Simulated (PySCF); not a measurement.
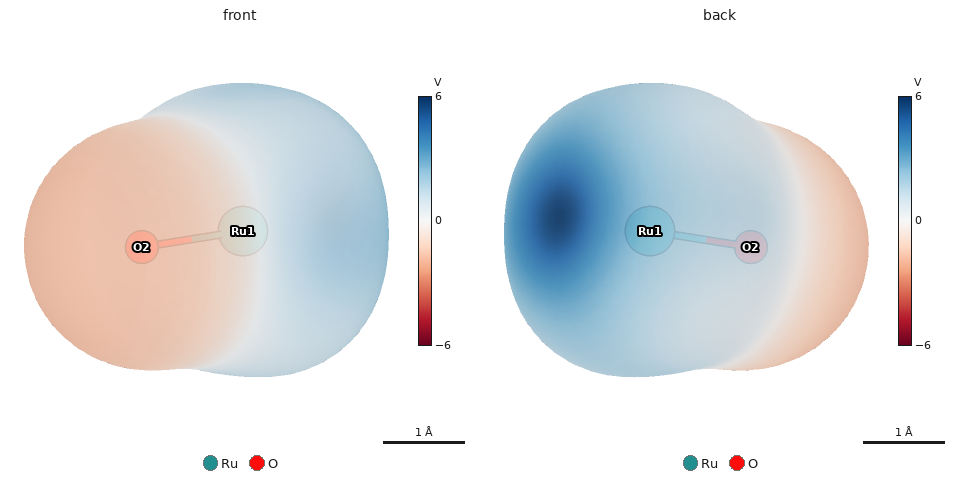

Figure. RuO (quintet). The electrostatic potential painted on the density surface at 0.004 e/bohr³, seen from the front and from behind; the colour scale runs from red (negative) to blue (positive).

Core potentials replace the inner electrons of Ru.

Theory: PBE0/def2-TZVPPD, non-relativistic Hamiltonian with scalar-relativistic core potentials where named, at a bond length of 1.693 Å (PySCF 2.14.0).

```xyz
2

Ru    0.0000    0.0000   -0.2297
O     0.0000    0.0000    1.4633
```

> Which sites attract a positive test charge, and which a negative one?

A positive charge is drawn to the negative regions and a negative charge to the positive ones. The most negative region (about −1.7 V) lies over O2, the most positive (about +5.7 V) over Ru1. O2 is the likeliest acceptor of a hydrogen bond.
